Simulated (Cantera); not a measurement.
A closed system holds: 1 mol C2F6, 0.053 mol H2, equilibrated at 24.0 Pa.

Cantera equilibrium calculation (NASA polynomials, part measured and part estimated; ideal gas, pure solids and liquids). Candidate condensed phases: C, C6H6, C7H8, C8H18; 95 gas species. The feed counts by its element totals alone. Gases not in the tables: C2F6 and larger saturated fluorocarbons. Kinetics and transport are ignored.

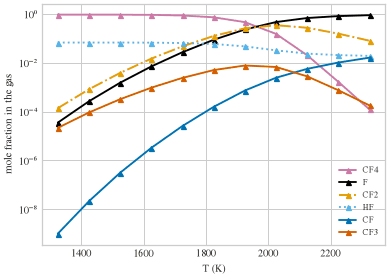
Fig. 1. Equilibrium gas composition (values under 1e-9 drawn at 1e-9)

### Question
Read off the mole fractions at 1525 K.

### Answer
CF4 about 0.93, HF about 0.067, CF2 about 0.0038, F about 0.0015, CF3 about 0.00032, CF about 3.1e-7.
